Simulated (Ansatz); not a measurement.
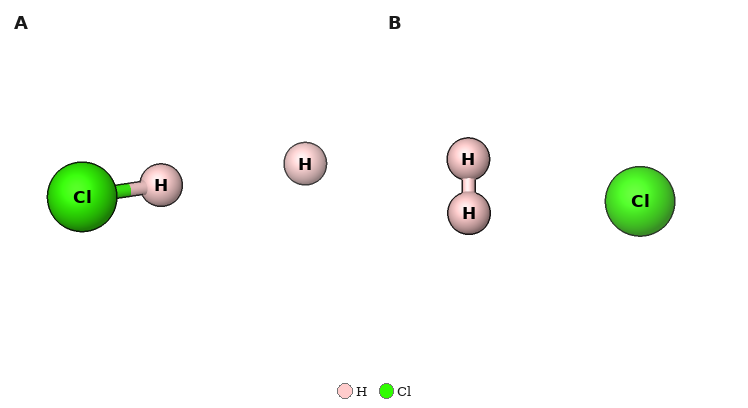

2 stationary structures of one formula. The species is neutral and a spin doublet. Geometries: PBE0-D4/def2-TZVP. Electronic energies: UHF-CCSD(T) (frozen core)/def2-SVP (Ansatz 0.2.0), without zero-point energy.

### Which structure is the most stable?

B is lowest (a minimum); A lies 0.193 eV above it (C∞v, a minimum).

Give E(B) − E(A) in eV at these levels too: ωB97M-V/def2-TZVPP; BHLYP-D4/def2-TZVPP; PBE0-D4/def2-TZVP; B3LYP-D4/def2-TZVPP; PBE-D4/STO-3G; PBE-D4/def2-TZVPP; BLYP-D4/def2-TZVPP; r2SCAN0-D4/def2-TZVPP.

```
                level  E(B) − E(A) (eV)
   ωB97M-V/def2-TZVPP            −0.100
  BHLYP-D4/def2-TZVPP            −0.276
    PBE0-D4/def2-TZVP            −0.022
  B3LYP-D4/def2-TZVPP            −0.235
        PBE-D4/STO-3G            −1.269
    PBE-D4/def2-TZVPP            +0.013
   BLYP-D4/def2-TZVPP            −0.243
r2SCAN0-D4/def2-TZVPP            −0.117
```
